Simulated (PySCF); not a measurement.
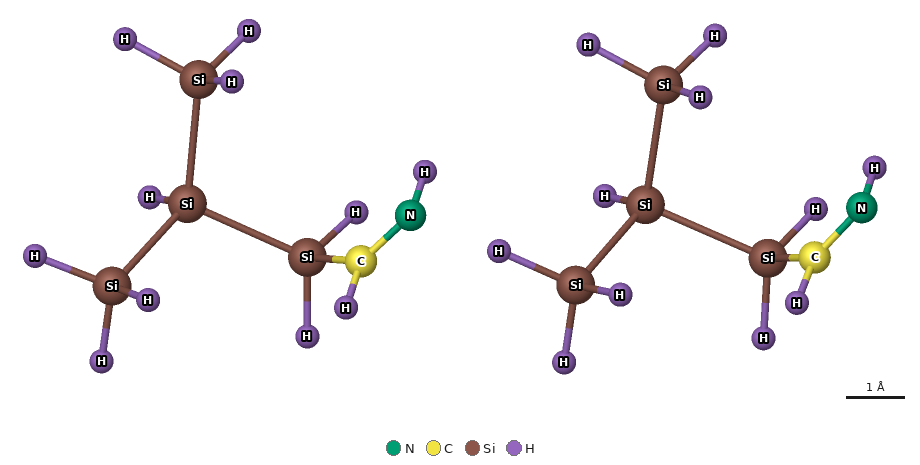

Two geometries of CH11NSi4, drawn at one scale. One is the start of a relaxation, the other its converged end. The picture is a ball-and-stick view, seen at a tilt.

Theory: PBE0-D3(BJ)/def2-SVP geometry optimisation, gas phase (PySCF). 

**Which one is relaxed?**

The right one is the relaxed one. The start comes from GFN2-xTB. Over 6 geometry steps the energy falls by 4.93 kcal/mol. The largest force component goes from 0.74 to 0.017 eV/Å. The atom that moves furthest after the best rigid fit is an H atom (0.31 Å). Largest moves by element: H 0.31 Å, N 0.21 Å, Si 0.17 Å, C 0.15 Å. Some distances before and after: H–Si 1.465 → 1.496 Å, C–H 1.091 → 1.108 Å, H–Si 1.483 → 1.498 Å, Si–Si 2.329 → 2.344 Å. Bond angles that change, for instance: Si–Si–H 104.4° → 111.1°, C–Si–H 105.6° → 110.9°, Si–Si–Si 114.6° → 109.3°.
